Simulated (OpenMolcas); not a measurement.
# Eu³⁺ among point charges: CASSCF levels and susceptibility

How does a field of 8 point charges split the states of Eu³⁺, and what χT follows?

Method: state-averaged CASSCF, spin-orbit coupling by RASSI with atomic mean-field integrals. Code: OpenMolcas 26.06.

## Step 1: What is computed

* Species: Eu³⁺ (europium, Z = 63, 60 electrons)
* Basis: ANO-RCC-VDZP [7s6p4d2f1g], 68 functions
* Scalar Hamiltonian: DKH2, point nucleus
* Inactive shells: 1s 2s 2p 3s 3p 3d 4s 4p 4d 5s 5p
* Active space: 6 electrons in 7 orbitals (4f)
* Some configurations of this space: 4f6
* Orbitals: optimised for the highest spin of each parity, averaged over all roots

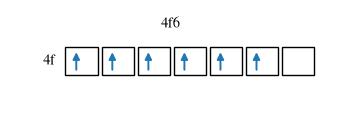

Occupation of the outer shells (arrows by Hund's rule).

The ion sits among 8 point charges of -2 e arranged as a hexagonal bipyramid (D6h), 2.82 Å from the ion, with the axial distance 2.707 Å.

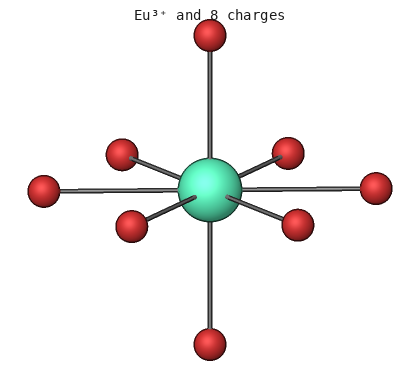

The ion and the point charges (red).

The work runs as a chain of OpenMolcas steps in one folder; each step below is one input file. Labels, J, g values, rates, χT and fits are worked out afterwards by a script from the matrices that RASSI stores. The input lists half of the charges; inversion (Group=XYZ) makes the rest.

## Step 2: GATEWAY and SEWARD: basis and integrals

Contents of a.inp:

```
&GATEWAY
Coord
1

Eu 0.0 0.0 0.0
Basis=ANO-RCC-VDZP
Group=XYZ
NoMove
AngMom=0.0 0.0 0.0
AMFI
XField
4 Angstrom 0
2.820000 0.000000 0.000000 -2.000000
1.410000 2.442192 0.000000 -2.000000
1.410000 -2.442192 0.000000 -2.000000
0.000000 0.000000 2.707200 -2.000000
&SEWARD
```

Started as:

```console
OMP_NUM_THREADS=1 MOLCAS_MEM=2252 MOLCAS_PROJECT=a pymolcas a.inp > a.log
```

## Step 3: CASSCF: septets of even parity, 7 roots

Contents of a.inp:

```
&RASSCF
FileOrb=start.orb
Symmetry=1
Spin=7
nActEl=6 0 0
Inactive=15 12
Ras2=0 7
CIRoot=7 7 1
SDav=7
CIMx=300
Iter=120 100
PrWF=0.3
OrbListing=Nothing
MaxOrb=0
>>> COPY $Project.JobIph JOB001
```

start.orb holds the contracted functions of the basis, ordered by shell, or the orbitals of the step before.

## Step 4: Reference wave functions, quintets of even parity, 140 roots

Contents of a.inp:

```
&RASSCF
FileOrb=start.orb
Symmetry=1
Spin=5
nActEl=6 0 0
Inactive=15 12
Ras2=0 7
CIRoot=140 140 1
SDav=140
CIMx=300
Iter=120 100
PrWF=0.3
OrbListing=Nothing
MaxOrb=0
CIOnly
>>> COPY $Project.JobIph JOB002
```

## Step 5: Reference wave functions, triplets of even parity, 162 roots

Contents of a.inp:

```
&RASSCF
FileOrb=start.orb
Symmetry=1
Spin=3
nActEl=6 0 0
Inactive=15 12
Ras2=0 7
CIRoot=162 162 1
SDav=588
CIMx=300
Iter=120 100
PrWF=0.3
OrbListing=Nothing
MaxOrb=0
CIOnly
>>> COPY $Project.JobIph JOB003
```

## Step 6: State interaction with spin-orbit coupling

Contents of a.inp:

```
&RASSI
NrOfJobIphs=2 7 77
1 2 3 4 5 6 7
1 2 3 4 5 6 7 8 9 10 11 12 13 14 15 16 17 18 19 20 21 22 23 24 25 26 27
28 29 30 31 32 33 34 35 36 37 38 39 40 41 42 43 44 45 46 47 48 49 50 51
52 53 54 55 56 57 58 59 60 61 62 63 64 65 66 67 68 69 70 71 72 73 74 75
76 77
IphNames
JOB001
JOB002
EJob
SpinOrbit
DIPRint=1.0
SOCoupling=1000.0
Subsets=2
Property=9
'ANGMOM' 1 'ANGMOM' 2 'ANGMOM' 3 'MLTPL  1' 1 'MLTPL  1' 2 'MLTPL  1' 3
'AMFI' 1 'AMFI' 2 'AMFI' 3
SOProperty=3
'ANGMOM' 1 'ANGMOM' 2 'ANGMOM' 3
```

Before running it: what results should come out? Wanted: spin-free ground state; first state of the same spin within the active space; lowest level; next level.

The runs gave:

```
                                            quantity                               value
                                              method                              CASSCF
                              spin-free ground state  septet, 1-fold in its orbital part
first state of the same spin within the active space                 septet at 98.1 cm⁻¹
                                        lowest level                              1-fold
                                          next level                          151.8 cm⁻¹
                                         χT at 300 K                      1.43 cm³ K/mol
                           effective moment at 300 K                             3.38 μB
```

**Reading.** The spin-free ground state (septet) comes to 100 % from free-ion F terms and keeps the highest spin of the shell. The quintets, triplets rest on orbitals optimised for another spin in at least one step, which raises them against the optimised states. Not all states of the active space went into the spin-orbit step. High states of lower spin are left out of the spin-orbit mixing, and CASSCF puts spin-flip levels too high. Point charges carry no covalency, so the field is a model and not that of real ligands.
